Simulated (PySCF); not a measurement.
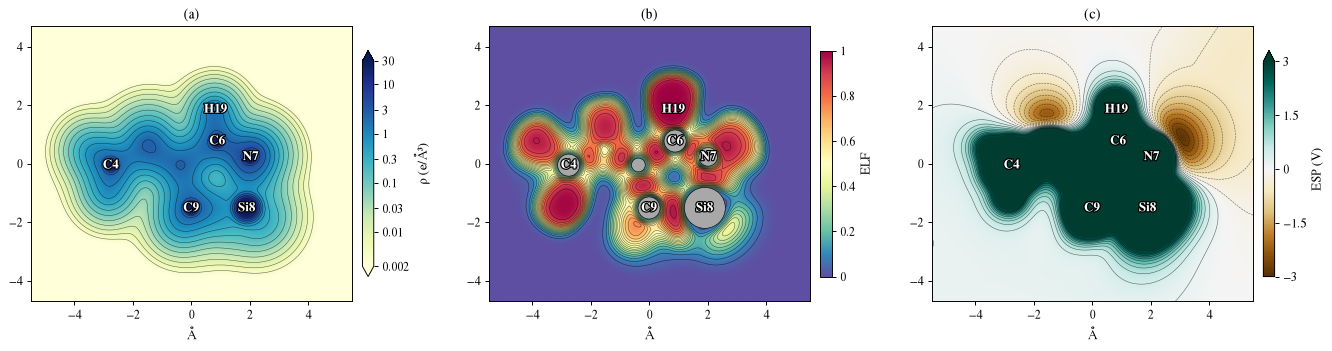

*C$_{6}$H$_{14}$N$_{2}$Si. (a) total electron density; (b) electron localisation function; (c) molecular electrostatic potential on the plane of atoms N7, Si8 and C9. Grey discs cover the atomic cores in the ELF map.*

Geometry: GFN2-xTB.

Method: PBE0/pcSseg-1, SCF density, gas phase, non-relativistic (PySCF).

```yaml
atoms:
  - { symbol: C, position_ang: [-2.5242, 0.5571, -1.1382] }
  - { symbol: C, position_ang: [-1.2218, 0.6830, -0.3527] }
  - { symbol: N, position_ang: [-0.7098, -0.6267, 0.0199] }
  - { symbol: C, position_ang: [-1.3266, -1.1529, 1.2171] }
  - { symbol: C, position_ang: [0.7347, -0.7174, 0.0338] }
  - { symbol: C, position_ang: [1.3009, -0.3997, -1.3300] }
  - { symbol: N, position_ang: [2.3630, 0.2616, -1.4668] }
  - { symbol: Si, position_ang: [3.0046, 0.7877, 0.0745] }
  - { symbol: C, position_ang: [1.4969, 0.1529, 1.0588] }
  - { symbol: H, position_ang: [-2.8327, 1.5340, -1.5018] }
  - { symbol: H, position_ang: [-3.3205, 0.1544, -0.5180] }
  - { symbol: H, position_ang: [-2.3805, -0.1061, -1.9868] }
  - { symbol: H, position_ang: [-0.4751, 1.1707, -0.9854] }
  - { symbol: H, position_ang: [-1.3897, 1.3243, 0.5291] }
  - { symbol: H, position_ang: [-2.4051, -1.1946, 1.0760] }
  - { symbol: H, position_ang: [-0.9641, -2.1654, 1.3908] }
  - { symbol: H, position_ang: [-1.1176, -0.5463, 2.1120] }
  - { symbol: H, position_ang: [0.9775, -1.7755, 0.2109] }
  - { symbol: H, position_ang: [0.7759, -0.7816, -2.2000] }
  - { symbol: H, position_ang: [3.1650, 2.2369, 0.0614] }
  - { symbol: H, position_ang: [4.2371, 0.0693, 0.3813] }
  - { symbol: H, position_ang: [0.8623, 0.9802, 1.3746] }
  - { symbol: H, position_ang: [1.7448, -0.4189, 1.9497] }
```

Q: Interpret the plot.

A: Atoms in the plane: C, N, Si and H. C–N (1.26 Å): the density is about 2.8 e/Å³ at the midpoint; the ELF peaks at about 0.90 between the atoms: a short, multiple covalent bond. Si–N (1.75 Å): ρ at the midpoint is about 1.1 e/Å³; the ELF peaks at about 0.90 between the atoms (a polar covalent bond). C–Si (1.91 Å): the density is about 0.9 e/Å³ at the midpoint; the ELF peaks at about 0.95 between the atoms: localised, covalent bonding. C–H (1.09 Å): ρ is about 2.1 e/Å³ halfway; the ELF climbs to about 1 towards the hydrogen, as it does in any bond to H: an ordinary covalent bond to hydrogen. The ELF also peaks beside N7 and N3, away from the bonds: lone-pair regions. Outside the dense part of the molecule the potential is most negative (−2.9 V) near N7.
